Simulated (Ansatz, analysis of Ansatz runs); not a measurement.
# Can an added electron hop between Cr atoms in SrCrF4 (I4/mcm)?, part 2 of 3

Aim: the energy barrier that a trapped electron meets when it moves from one Cr atom to another one nearby in SrCrF4 (I4/mcm). The model is a cell of 48 host atoms.

Ansatz 0.2.0; plane-wave PAW DFT, PBEsol+U; relaxation of all atoms of a supercell at fixed charge in a uniform background; PAW set soft_1.

So far. Step 2 (The cell without the carrier): The largest displacement from an ideal site is 0.017 Å.

## 3. The electron on the first site

The nearest neighbour or neighbours of the site start displaced and the site's starting moment is changed by the carrier's spin, since a carrier doesn't trap itself in the undistorted lattice.

Input file A.relax/input.yaml:

```yaml
crystal:
  lattice:
    - [5.66676904, 5.66676904, 0.0]
    - [-5.66676904, 5.66676904, 0.0]
    - [0.0, 0.0, 10.88164054]
  atoms:
    - { symbol: Sr, position: [0.000798, 0.00032, 0.749779] }
    - { symbol: Sr, position: [0.000383, 0.500067, 0.249838] }
    - { symbol: Sr, position: [0.500524, -3.9e-05, 0.250018] }
    - { symbol: Sr, position: [0.500683, 0.500178, 0.750029] }
    - { symbol: Sr, position: [0.000601, -0.000206, 0.249846] }
    - { symbol: Sr, position: [0.000334, 0.500365, 0.750136] }
    - { symbol: Sr, position: [0.500283, 0.000498, 0.74987] }
    - { symbol: Sr, position: [0.500575, 0.49997, 0.249933] }
    - { symbol: Cr, position: [0.249901, 0.250454, 0.499878], spin: 4.0 }
    - { symbol: Cr, position: [0.250911, 0.749921, 1.4e-05], spin: 4.0 }
    - { symbol: Cr, position: [0.750166, 0.249595, -2.3e-05], spin: 4.0 }
    - { symbol: Cr, position: [0.750846, 0.750362, 0.500037], spin: 5.0 }
    - { symbol: Cr, position: [0.250555, 0.250239, 1.0e-06], spin: 4.0 }
    - { symbol: Cr, position: [0.250588, 0.749815, 0.500016], spin: 4.0 }
    - { symbol: Cr, position: [0.750439, 0.250206, 0.49981], spin: 4.0 }
    - { symbol: Cr, position: [0.750693, 0.750626, -7.8e-05], spin: 4.0 }
    - { symbol: F, position: [0.071383, 0.249762, 0.126029] }
    - { symbol: F, position: [0.071064, 0.750103, 0.625908] }
    - { symbol: F, position: [0.571359, 0.250263, 0.626016] }
    - { symbol: F, position: [0.571479, 0.7498, 0.125996] }
    - { symbol: F, position: [0.071768, 0.250323, 0.873571] }
    - { symbol: F, position: [0.07141, 0.749977, 0.373961] }
    - { symbol: F, position: [0.571298, 0.25024, 0.37366] }
    - { symbol: F, position: [0.571887, 0.750457, 0.873529] }
    - { symbol: F, position: [0.429968, 0.250491, 0.874037] }
    - { symbol: F, position: [0.42992, 0.749987, 0.374025] }
    - { symbol: F, position: [0.929526, 0.250241, 0.373643] }
    - { symbol: F, position: [0.930032, 0.750683, 0.873851] }
    - { symbol: F, position: [0.250329, 0.429989, 0.374088] }
    - { symbol: F, position: [0.250686, 0.929619, 0.874264] }
    - { symbol: F, position: [0.750491, 0.429188, 0.874134] }
    - { symbol: F, position: [0.750668, 0.940286, 0.366126] }
    - { symbol: F, position: [0.429842, 0.249699, 0.126027] }
    - { symbol: F, position: [0.429444, 0.750392, 0.626432] }
    - { symbol: F, position: [0.929594, 0.250424, 0.625962] }
    - { symbol: F, position: [0.929864, 0.74972, 0.126023] }
    - { symbol: F, position: [0.250319, 0.429114, 0.626441] }
    - { symbol: F, position: [0.250788, 0.928383, 0.126583] }
    - { symbol: F, position: [0.75049, 0.428353, 0.126337] }
    - { symbol: F, position: [0.750582, 0.940466, 0.633809] }
    - { symbol: F, position: [0.250253, 0.071028, 0.625762] }
    - { symbol: F, position: [0.250685, 0.570164, 0.125629] }
    - { symbol: F, position: [0.750466, 0.069801, 0.125636] }
    - { symbol: F, position: [0.750485, 0.560675, 0.634034] }
    - { symbol: F, position: [0.250197, 0.071617, 0.373546] }
    - { symbol: F, position: [0.250508, 0.571569, 0.873354] }
    - { symbol: F, position: [0.750421, 0.071035, 0.873451] }
    - { symbol: F, position: [0.750667, 0.560029, 0.366449] }
total_charge: -1
basis:
  ecutwfc: 420
  xc_grid: 2
hamiltonian:
  xc: pbesol
  hubbard:
    sites: [{ species: Cr, l: d, u_eff: 4.5 }]
    projectors: ortho-atomic
  pseudopotentials: { kind: paw, azcp: { folder: soft_1 }, xc_functional: pbe }
kpoints:
  mp_grid: { grid: [1, 1, 1] }
magnetization:
  spin_polarized: true
  initial_magnetization: 33
  spin_locking: { lock_magnetization: hard }
scf:
  occupations: { method: fermi_dirac, width: 0.01 }
  max_iter: 120
  lower_state_search: "off"
output:
  forces: true
relax:
  f_tol: 0.015
  max_steps: 70
  escape_saddle: false
checkpoint:
  write: "../A.relax.run"
  compress: false
  write_wavefunctions: true
  write_every: 100000
```

Started as:

```sh
> ansatz run input.yaml --threads 4 --pin off --max-ram 9420MiB --backend cpu --events-out ev --progress --plain --runs-dir out
```

Numbers of over 12 decimals in the logs are rounded to 6 here.

The program printed:

```text
[...]
Crystal: 48 atoms, lattice volume = 698.868 Å³
Basis set: ecut = 420 eV, 13653 PW (Γ), exchange–correlation on 108×108×150 points (8 copies of the dense FFT grid, shifted against one another)
Bands: 273, of which v1, the nominal top of the filled ones, is band 209 counted from 1 (208 counted from 0)
Symmetry: 1 space group operations
[...]
k-points: 1
[...]
Starting moments: Σ|m| = 33 μB on 8 of 48 sites
[...]
SCF iter   1: F=—  HF=-80426.929286 eV  |F-HF|=—  |Δ(HF+E_count)|=         —  Δρ=1.05e-1 (↑1.05e-1 ↓9.00e-2)  dr2=2.24e2  dr2_m=2.51e0  M=33.000 μB ∫|m|=37.852 μB  β_m=0.30  ethr=3.10e-3  ⟨swp⟩=10.5  Hψ=3041  notcnv=0  defer=11
[...]
SCF iter  22: F=-80383.636518 eV  HF=-80383.636519 eV  |F-HF|=6.82e-7  |Δ(HF+E_count)|=   4.90e-7  Δρ=1.04e-5 (↑1.04e-5 ↓1.63e-6)  dr2=1.11e-6  dr2_m=1.57e-7  M=33.000 μB ∫|m|=33.934 μB  ethr=1.35e-9  ⟨swp⟩=2.0  Hψ=1413  notcnv=0
SCF 1 converged in 22 iterations: F = -80383.636518 eV  dr2 = 1.11e-6
[...]
relax step   1: F+E_penalty+E_count = -80383.63651784 eV  Δ(F+E_penalty+E_count) = +0.000e0 eV  max|allowed force component| = 1.488e-1 eV/Å  Δτ_max = 0.0000 Å  (22 SCF iters, dr2 threshold 5.63e-6 eV, accepted)
[...]
relax step   2: F+E_penalty+E_count = -80383.69427450 eV  Δ(F+E_penalty+E_count) = -5.776e-2 eV  max|allowed force component| = 2.204e-1 eV/Å  Δτ_max = 0.0441 Å  (12 SCF iters, dr2 threshold 1.38e-6 eV, accepted)
relax step   3: F+E_penalty+E_count = -80383.74352288 eV  Δ(F+E_penalty+E_count) = -4.925e-2 eV  max|allowed force component| = 1.611e-1 eV/Å  Δτ_max = 0.0426 Å  (10 SCF iters, dr2 threshold 3.04e-6 eV, accepted)
relax step   4: F+E_penalty+E_count = -80383.68332293 eV  Δ(F+E_penalty+E_count) = +6.020e-2 eV  max|allowed force component| = 3.911e-1 eV/Å  Δτ_max = 0.1214 Å  (7 SCF iters, dr2 threshold 1.39e-5 eV, rejected (line search))
relax step   5: F+E_penalty+E_count = -80383.79335027 eV  Δ(F+E_penalty+E_count) = -4.983e-2 eV  max|allowed force component| = 1.211e-1 eV/Å  Δτ_max = 0.0503 Å  (10 SCF iters, accepted)
relax step   6: F+E_penalty+E_count = -80383.79847244 eV  Δ(F+E_penalty+E_count) = -5.122e-3 eV  max|allowed force component| = 9.528e-2 eV/Å  Δτ_max = 0.0146 Å  (5 SCF iters, dr2 threshold 7.84e-6 eV, accepted)
relax step   7: F+E_penalty+E_count = -80383.80513244 eV  Δ(F+E_penalty+E_count) = -6.660e-3 eV  max|allowed force component| = 6.270e-2 eV/Å  Δτ_max = 0.0327 Å  (5 SCF iters, dr2 threshold 5.13e-6 eV, accepted)
relax step   8: F+E_penalty+E_count = -80383.80760967 eV  Δ(F+E_penalty+E_count) = -2.477e-3 eV  max|allowed force component| = 1.868e-2 eV/Å  Δτ_max = 0.0086 Å  (4 SCF iters, dr2 threshold 1.70e-6 eV, accepted)
SCF iter   1: F=—  HF=-80383.807330 eV  |F-HF|=—  |Δ(HF+E_count)|=         —  Δρ=1.91e-4 (↑1.91e-4 ↓1.79e-4)  dr2=3.45e-4  dr2_m=3.26e-5  M=33.000 μB ∫|m|=33.866 μB  β_m=0.30  ethr=7.94e-7  ⟨swp⟩=4.5  Hψ=1232  notcnv=0  defer=84
[...]
SCF iter   5: F=-80383.807923 eV  HF=-80383.807923 eV  |F-HF|=1.16e-8  |Δ(HF+E_count)|=   6.39e-8  Δρ=2.08e-6 (↑2.08e-6 ↓1.22e-6)  dr2=6.22e-8  dr2_m=5.23e-9  M=33.000 μB ∫|m|=33.866 μB  ethr=2.40e-11  ⟨swp⟩=3.0  Hψ=1895  notcnv=0
SCF 9 converged in 5 iterations: F = -80383.807923 eV  dr2 = 6.22e-8
relax step   9: F+E_penalty+E_count = -80383.80792320 eV  Δ(F+E_penalty+E_count) = -3.135e-4 eV  max|allowed force component| = 3.716e-3 eV/Å  Δτ_max = 0.0047 Å  (5 SCF iters, accepted)
NSCF: frozen V_eff on 1 k-points
[...]
SCF converged after 5 iterations
Magnetization: 33.0000 μB (225.0000 up, 192.0000 down)
Absolute magnetization: 33.9103 μB (∫|ρ↑−ρ↓|, with the PAW one-centre terms)
[...]
Per-site moments (μB) at R_I (Å): [(0.00155847, 0.976589), (0.00155776, 0.976500), (0.00154739, 0.976547), [... 45 left out ...]
Free energy (F): -80383.807923 eV
[...]
Internal energy: -80383.807923 eV  (E = F + TS)
E sigma→0 (E₀):  -80383.807923 eV
Fermi energy:    9.026662 (↑ 9.045911, ↓ 6.346709) eV
[...]
--- Forces (eV/Å), atoms counted from 1 ---
  atom   1  Sr    -0.00058173     0.00130245    -0.00159284
  atom   2  Sr     0.00006280    -0.00009528     0.00194390
  atom   3  Sr     0.00020287    -0.00107314     0.00210228
  [... 1 atom left out ...]
  atom   5  Sr     0.00066447    -0.00046141     0.00198814
  [... 2 atoms left out ...]
  atom   8  Sr     0.00030954     0.00010384     0.00160478
  [... 3 atoms left out ...]
  atom  12  Cr     0.00105812    -0.00093664    -0.00124600
  [... 3 atoms left out ...]
  atom  16  Cr    -0.00055633     0.00011997    -0.00008236
  [... 3 atoms left out ...]
  atom  20  F      0.00182145     0.00215358    -0.00048484
  [... 11 atoms left out ...]
  atom  32  F     -0.00073361     0.00084100     0.00371924
  [... 3 atoms left out ...]
  atom  36  F     -0.00196668    -0.00162384    -0.00057249
  [... 11 atoms left out ...]
  atom  48  F      0.00200404    -0.00200741     0.00251873
  max |Σ_I F_I| component: 1.37e-4 eV/Å
--- Band table (eV) ---
[...]
Occupation matrices written to <dir>
--- Relaxed structure (9 steps of the walk, 8 accepted, 0 SCFs on fresh bases) ---
  F+E_penalty+E_count = -80383.80792320 eV   max|allowed force component| = 3.716e-3 eV/Å
  atoms:
    - { symbol: Sr, position: [-0.001085, 0.000727, 0.747966] }
    - { symbol: Sr, position: [-0.001119, 0.499532, 0.251967] }
    - { symbol: Sr, position: [0.502170, 0.000485, 0.251921] }
    [... 1 atom left out ...]
    - { symbol: Sr, position: [-0.001092, 0.000485, 0.251933] }
    [... 2 atoms left out ...]
    - { symbol: Sr, position: [0.502179, 0.499533, 0.251962] }
    [... 3 atoms left out ...]
    - { symbol: Cr, position: [0.750513, 0.750143, 0.500058] }
    [... 3 atoms left out ...]
    - { symbol: Cr, position: [0.750545, 0.750079, -8.677947130482404e-5] }
    [... 3 atoms left out ...]
    - { symbol: F, position: [0.571026, 0.750003, 0.125439] }
    [... 11 atoms left out ...]
    - { symbol: F, position: [0.750530, 0.956353, 0.365141] }
    [... 3 atoms left out ...]
    - { symbol: F, position: [0.929996, 0.750006, 0.125483] }
    [... 11 atoms left out ...]
    - { symbol: F, position: [0.750527, 0.542559, 0.365405] }
```

Elapsed: 77 s, on 4 threads of Arm Neoverse V2, shared host; peak memory 1.4 GiB; 5 min of CPU time.

The steps of the relaxation:

```csv
step,energy less that of the first step (eV),largest force component (eV/Å)
1,0.0000,0.1488
2,-0.0578,0.2204
3,-0.1070,0.1611
4,-0.0468,0.3911
5,-0.1568,0.1211
6,-0.1620,0.0953
7,-0.1686,0.0627
8,-0.1711,0.0187
9,-0.1714,0.0037
```

Relaxation step 4 was tried and not accepted.

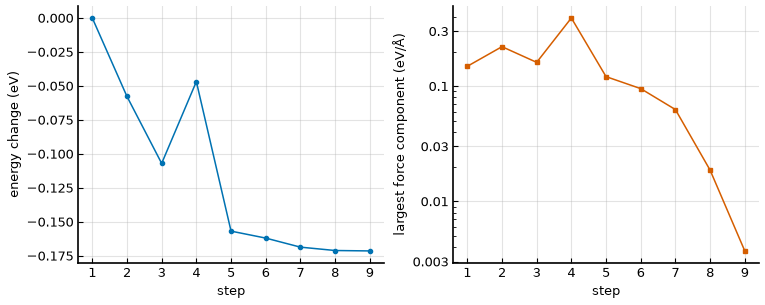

Energy and largest force along the relaxation.

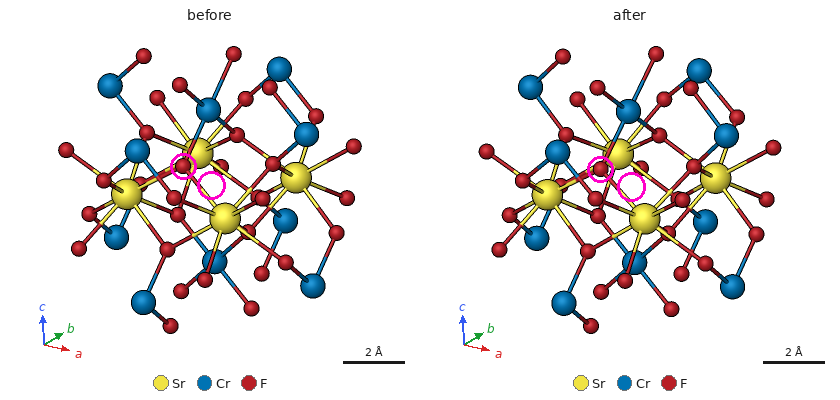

Before and after: the atoms that start within 5 Å of the centre. F48, which moves most, is ringed if it is among them. A ring with no atom in it marks the empty centre.

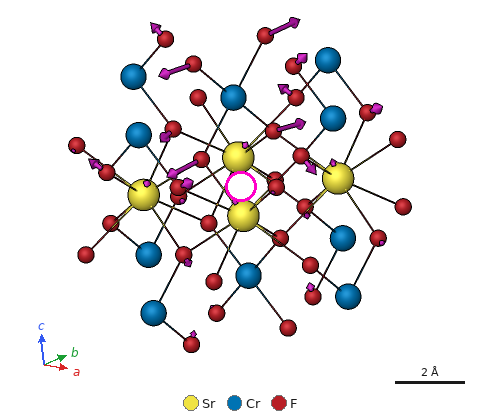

Displacements in the relaxation near the centre, exaggerated; the longest in the cell stands for 0.14 Å. A ring marks the centre wherever it is empty.

The atoms that moved most (Å):

```csv
atom,dx,dy,dz,length
F48,0.098,-0.100,-0.011,0.140
F40,-0.099,0.099,0.007,0.140
F44,0.099,-0.098,0.005,0.140
F32,-0.092,0.090,-0.011,0.129
F18,0.033,0.035,0.040,0.062
F26,-0.033,-0.033,-0.040,0.062
F27,0.042,0.037,0.026,0.061
F35,0.040,0.040,-0.022,0.061
```

The moves above count from the input, in which the site's nearest neighbours were already displaced; the distances below compare with the cell without the carrier.

Distances from Cr12 without and with the electron:

```csv
atom,without (Å),with (Å)
F44,1.99,2.21
F48,1.99,2.22
F40,1.99,2.22
F32,1.99,2.21
```

The largest changes of the moments are 0.74 μB on Cr12, 0.05 μB on Cr15 and 0.01 μB on F40. The largest part sits on the chosen site.

## 4. The electron on the second site

The same start is made on the second site, to get the end of the hop.

Input file B.relax/input.yaml:

```yaml
crystal:
  lattice:
    - [5.66676904, 5.66676904, 0.0]
    - [-5.66676904, 5.66676904, 0.0]
    - [0.0, 0.0, 10.88164054]
  atoms:
    - { symbol: Sr, position: [0.000798, 0.00032, 0.749779] }
    - { symbol: Sr, position: [0.000383, 0.500067, 0.249838] }
[... 9 atom lines left out ...]
    - { symbol: Cr, position: [0.750846, 0.750362, 0.500037], spin: 4.0 }
[... 3 atom lines left out ...]
    - { symbol: Cr, position: [0.750693, 0.750626, -7.8e-05], spin: 5.0 }
[... 3 atom lines left out ...]
    - { symbol: F, position: [0.560715, 0.7498, 0.133716] }
[... 11 atom lines left out ...]
    - { symbol: F, position: [0.750668, 0.929521, 0.373845] }
[... 3 atom lines left out ...]
    - { symbol: F, position: [0.940628, 0.74972, 0.133742] }
[... 11 atom lines left out ...]
    - { symbol: F, position: [0.750667, 0.570793, 0.374169] }
total_charge: -1
basis:
  ecutwfc: 420
  xc_grid: 2
hamiltonian:
  xc: pbesol
  hubbard:
    sites: [{ species: Cr, l: d, u_eff: 4.5 }]
    projectors: ortho-atomic
  pseudopotentials: { kind: paw, azcp: { folder: soft_1 }, xc_functional: pbe }
kpoints:
  mp_grid: { grid: [1, 1, 1] }
magnetization:
  spin_polarized: true
  initial_magnetization: 33
  spin_locking: { lock_magnetization: hard }
scf:
  occupations: { method: fermi_dirac, width: 0.01 }
  max_iter: 120
  lower_state_search: "off"
output:
  forces: true
relax:
  f_tol: 0.015
  max_steps: 70
  escape_saddle: false
checkpoint:
  write: "../B.relax.run"
  compress: false
  write_wavefunctions: true
  write_every: 100000
```

The program printed:

```text
[...]
Crystal: 48 atoms, lattice volume = 698.868 Å³
Basis set: ecut = 420 eV, 13653 PW (Γ), exchange–correlation on 108×108×150 points (8 copies of the dense FFT grid, shifted against one another)
Bands: 273, of which v1, the nominal top of the filled ones, is band 209 counted from 1 (208 counted from 0)
Symmetry: 1 space group operations
[...]
k-points: 1
[...]
Starting moments: Σ|m| = 33 μB on 8 of 48 sites
[...]
SCF iter   1: F=—  HF=-80426.931191 eV  |F-HF|=—  |Δ(HF+E_count)|=         —  Δρ=1.05e-1 (↑1.05e-1 ↓9.01e-2)  dr2=2.24e2  dr2_m=2.51e0  M=33.000 μB ∫|m|=37.854 μB  β_m=0.30  ethr=3.10e-3  ⟨swp⟩=10.5  Hψ=3040  notcnv=0  defer=11
[...]
Occupation matrices written to <dir>
--- Relaxed structure (8 steps of the walk, 7 accepted, 0 SCFs on fresh bases) ---
  F+E_penalty+E_count = -80383.80790417 eV   max|allowed force component| = 4.369e-3 eV/Å
  atoms:
    - { symbol: Sr, position: [0.001165, -0.001470, 0.751917] }
    - { symbol: Sr, position: [0.000838, 0.501702, 0.247948] }
    - { symbol: Sr, position: [0.499924, -0.001524, 0.247990] }
    [... 1 atom left out ...]
    - { symbol: Sr, position: [0.000833, -0.001482, 0.247958] }
    [... 2 atoms left out ...]
    - { symbol: Sr, position: [0.499931, 0.501737, 0.247984] }
    [... 3 atoms left out ...]
    - { symbol: Cr, position: [0.750564, 0.750124, 0.499946] }
    [... 3 atoms left out ...]
    - { symbol: Cr, position: [0.750534, 0.750172, -6.54791377768836e-5] }
    [... 3 atoms left out ...]
    - { symbol: F, position: [0.542757, 0.750108, 0.134554] }
    [... 11 atoms left out ...]
    - { symbol: F, position: [0.750467, 0.929575, 0.374388] }
    [... 3 atoms left out ...]
    - { symbol: F, position: [0.956797, 0.750114, 0.134593] }
    [... 11 atoms left out ...]
    - { symbol: F, position: [0.750467, 0.570584, 0.374444] }
[key lines of the parts left out:]
SCF converged after 5 iterations
Magnetization: 33.0000 μB (225.0000 up, 192.0000 down)
Free energy (F): -80383.807904 eV
Fermi energy:    9.027036 (↑ 9.046649, ↓ 6.347019) eV
```

Elapsed: 72 s, on 4 threads; peak memory 1.4 GiB.

Distances from Cr16 without and with the electron:

```csv
atom,without (Å),with (Å)
F36,1.99,2.21
F20,1.99,2.22
F24,1.99,2.21
F28,1.99,2.22
```

The largest changes of the moments are 0.73 μB on Cr16, 0.05 μB on Cr10 and 0.01 μB on F28. The largest part sits on the chosen site.

[end of part 2 of 3]

[Logs are printed without paths, hosts, clocks, repeated set-up lines and the standing remarks that a program may print on its own settings, such as how far it seeks lower states.]

[Hosts, paths, dates, database ids (printed as entryN), source tags and the programs' standing remarks are cut or masked in the printed files.]
